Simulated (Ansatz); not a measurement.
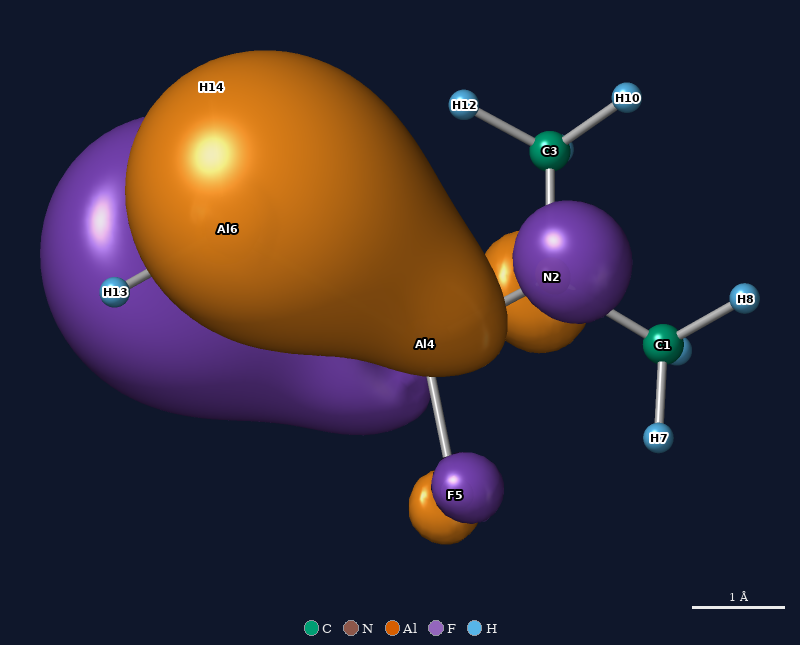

*C₂H₈Al₂FN (SMILES C[N](C)[Al]([F])[AlH2]). One frontier orbital at ±0.08 Å⁻³ᐟ² (orange and purple are the two phases), seen at a tilt.*

Level of theory: RKS PBE/6-31G (Ansatz).

Input file:

```
crystal:
  periodic: [false, false, false]
  atoms:
    - { symbol: C, position_ang: [-0.0178, -1.7863, -0.029] }
    - { symbol: "N", position_ang: [0.3956, -0.642, -0.8909] }
    - { symbol: C, position_ang: [1.6479, -0.1248, -0.4058] }
    - { symbol: Al, position_ang: [-0.843, 0.7894, -0.9215] }
    - { symbol: F, position_ang: [-1.6802, 1.2611, -2.4901] }
    - { symbol: Al, position_ang: [-1.5462, 1.9351, 1.1977] }
    - { symbol: H, position_ang: [-0.9956, -2.1464, -0.4307] }
    - { symbol: H, position_ang: [-0.1784, -1.3916, 1.0043] }
    - { symbol: H, position_ang: [0.6767, -2.5543, -0.0115] }
    - { symbol: H, position_ang: [1.5897, 0.2609, 0.6717] }
    - { symbol: H, position_ang: [2.4367, -0.9308, -0.3892] }
    - { symbol: H, position_ang: [2.0666, 0.6974, -1.0349] }
    - { symbol: H, position_ang: [-2.6804, 3.1172, 1.1711] }
    - { symbol: H, position_ang: [-0.8845, 1.4858, 2.5876] }
basis:
  gaussian: { orbitals: "6-31G" }
hamiltonian:
  xc: pbe
relax:
  f_tol: 0.02
  max_steps: 40
output:
  orbitals: {}
```

Run with:

```sh
ansatz run input.yaml --threads 2 --pin off --max-ram 3072MiB --backend cpu --events-out ev --progress --plain --runs-dir out
```

The fields are those of the run's last geometry, not of the input's.

Which orbital is it: HOMO or LUMO?

The LUMO, at −3.25 eV. Its weight (Hirshfeld) is mainly on Al6 (about 65 %) and Al4 (about 20 %).
